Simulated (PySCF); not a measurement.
Run report: C$_{2}$H$_{6}$FNSi, NMR shielding calculation

System: C$_{2}$H$_{6}$FNSi.
Method: GIAO B97-2/pcSseg-2 NMR shielding, non-relativistic, gas phase (PySCF 2.14.0).

The geometry comes from this level: PBE0-D3(BJ)/def2-SVP. Figures and captions count atoms from 1; the log counts them from 0 in places.

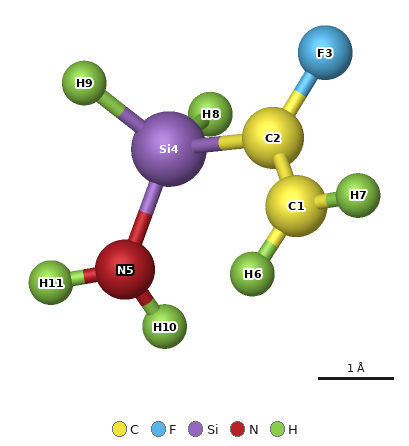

*The structure (ball-and-stick view, seen at a tilt; atoms are numbered from 1 in the order of the input).*

Bond lengths as drawn: C–C 1.33 Å, C–F 1.35 Å, C–H 1.09 Å, C–Si 1.89 Å, H–N 1.01 Å, H–Si 1.49 to 1.50 Å and N–Si 1.73 Å.

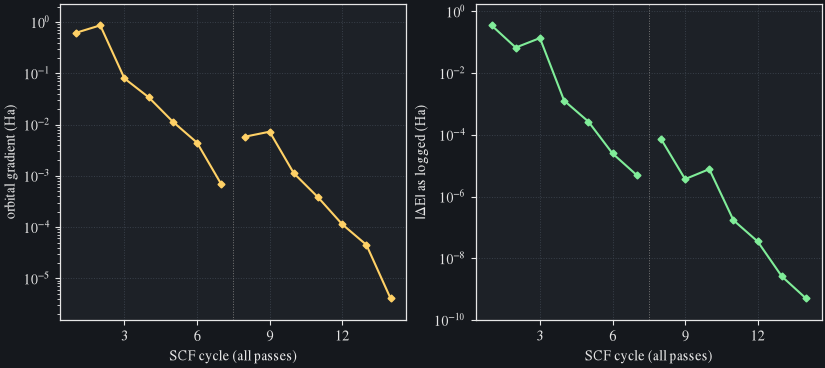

*Convergence of the self-consistent field: orbital gradient and size of the energy change against the SCF cycle. The dotted line marks the change from a coarse to the final integration grid.*

The first 7 cycles use a coarse grid, the final grid takes over at cycle 8, and the field converges after 14 cycles in all.

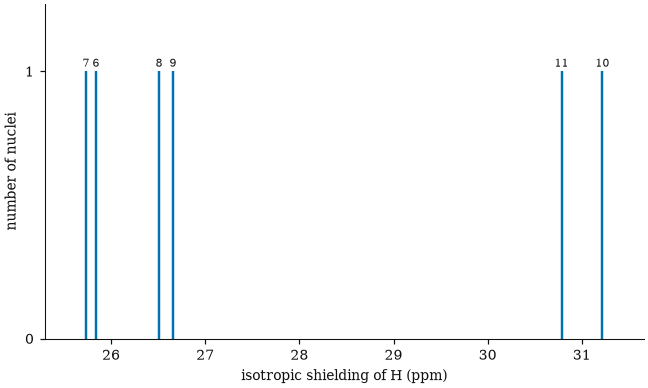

*Isotropic shieldings of the hydrogen nuclei in this fixed geometry, labelled by atom number; shielding grows to the right, so chemical shift grows to the left.*

The least shielded is H7 (25.7 ppm), the most shielded H10 (31.2 ppm).

The input that produced these results follows, with the program's output.

**Input file**
```
{"job": {"kind": "nmr", "xc": "B97-2", "basis": "pcSseg-2", "pop": false}, "charge": 0, "multiplicity": 1}
C     -1.730532    -0.476585    -0.382693
C     -0.951732     0.603576    -0.421710
F     -1.467956     1.798973    -0.766364
Si     0.893027     0.630541    -0.020569
N      1.324237    -0.884214     0.687720
H     -1.283515    -1.434316    -0.110891
H     -2.796979    -0.427343    -0.620414
H      1.121145     1.838769     0.834409
H      1.699927     0.775945    -1.268009
H      1.048491    -1.125758     1.632111
H      2.193442    -1.333754     0.428135
```

The first line tells a small driver script what to run in PySCF; the rest is the geometry in Å.

Command:
```bash
OMP_NUM_THREADS=1 python <driver script> task.json out
```

**Output**
```
coarse grid: 9664 points
cycle   1  E = -523.8826286637  dE =  3.553e-01  |g| = 6.199e-01  |ddm| = 2.326e+00
cycle   2  E = -523.8148929124  dE =  6.774e-02  |g| = 8.645e-01  |ddm| = 8.667e-01
cycle   3  E = -523.9525517724  dE = -1.377e-01  |g| = 7.963e-02  |ddm| = 5.470e-01
cycle   4  E = -523.9538448860  dE = -1.293e-03  |g| = 3.419e-02  |ddm| = 8.572e-02
cycle   5  E = -523.9541162267  dE = -2.713e-04  |g| = 1.141e-02  |ddm| = 3.006e-02
cycle   6  E = -523.9541413152  dE = -2.509e-05  |g| = 4.446e-03  |ddm| = 9.166e-03
cycle   7  E = -523.9541463070  dE = -4.992e-06  |g| = 6.905e-04  |ddm| = 3.305e-03
final grid: 89176 points
cycle   8  E = -523.9542294015  dE = -7.483e-05  |g| = 5.838e-03  |ddm| = 3.563e-02
cycle   9  E = -523.9542257113  dE =  3.690e-06  |g| = 7.277e-03  |ddm| = 6.465e-03
cycle  10  E = -523.9542334896  dE = -7.778e-06  |g| = 1.126e-03  |ddm| = 4.273e-03
cycle  11  E = -523.9542336605  dE = -1.709e-07  |g| = 3.823e-04  |ddm| = 7.407e-04
cycle  12  E = -523.9542336956  dE = -3.512e-08  |g| = 1.137e-04  |ddm| = 3.106e-04
cycle  13  E = -523.9542336982  dE = -2.586e-09  |g| = 4.511e-05  |ddm| = 9.697e-05
cycle  14  E = -523.9542336987  dE = -5.000e-10  |g| = 4.055e-06  |ddm| = 3.337e-05
converged SCF energy = -523.9542336987

GIAO shielding tensors (ppm)
atom      isotropic    diamagn.    paramagn.     s11        s22        s33       span
  0 C       69.175     255.526    -186.351    -54.826     98.928    163.423    218.249
  1 C        1.819     252.447    -250.629   -103.585     39.713     69.327    172.912
  2 F      284.679     466.867    -182.188    162.651    266.565    424.822    262.170
  3 Si     397.443     877.421    -479.978    356.103    386.995    449.233     93.129
  4 N      255.850     316.469     -60.620    229.600    260.687    277.262     47.662
  5 H       25.839      32.429      -6.590     23.300     24.287     29.930      6.631
  6 H       25.734      29.477      -3.743     22.272     25.456     29.473      7.201
  7 H       26.509      29.052      -2.543     23.061     25.314     31.153      8.093
  8 H       26.657      29.269      -2.612     23.889     25.208     30.875      6.986
  9 H       31.218      31.760      -0.541     24.645     27.092     41.918     17.273
 10 H       30.785      30.426       0.359     23.946     26.270     42.138     18.192
```

**Summary**

| quantity | value |
| --- | --- |
| outcome | converged |
| total energy | −523.954234 hartree |
| HOMO | −7.27 eV |
| LUMO | −0.37 eV |
| dipole moment | 2.55 D |
| isotropic shielding, C | 1.8 to 69.2 ppm |
| isotropic shielding, F | 284.7 ppm |
| isotropic shielding, Si | 397.4 ppm |
| isotropic shielding, N | 255.8 ppm |
| isotropic shielding, H | 25.7 to 31.2 ppm |
| hardware | 1 CPU thread, shared host |
| wall time | 55 s |
| peak memory | 1 GiB |
